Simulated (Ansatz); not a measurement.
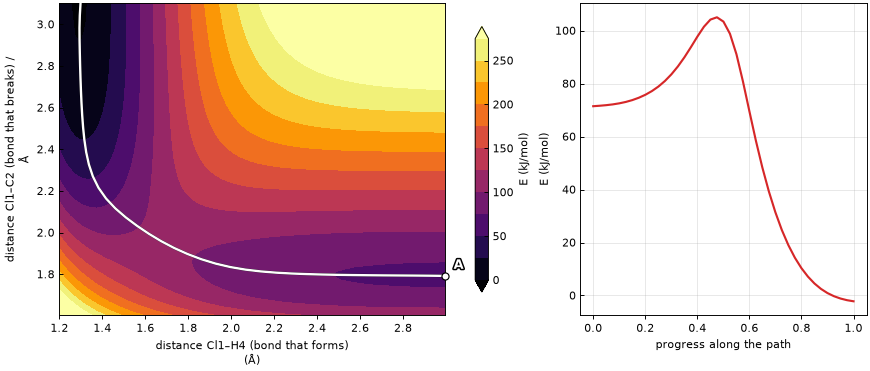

The reacting system C2H6Cl (fragments C₂H₅Cl + H where the first distance is long, ClH + C₂H₅ where the second is long), spin multiplicity 2. The first coordinate is: distance Cl1–H4 (bond that forms); the second: distance Cl1–C2 (bond that breaks). Relaxed at each point: all other coordinates. Grid: 9 × 9 points. Points are written as (first, second). All energies are given in kJ/mol relative to the lowest grid point. These are results of UKS PBE0-D4/def2-SVP in Ansatz, not measurements.

Drawn: filled contours, a line along the lowest path, one colour for all values above the top of the scale, the energy along the path at the right, the start A. Between grid points the surface is interpolated.

Describe the path and its barrier.

The easiest path runs from the side where the first distance is long, about (3.00 Å, 1.79 Å), to the side where the second distance is long, (1.331 Å, 3.102 Å). Its highest point, at about (1.67 Å, 1.96 Å), lies about 34 kJ/mol above the start and 107 kJ/mol above the end on the interpolated surface. An end on the edge of the scan is no minimum, so the barrier from there is a lower bound.
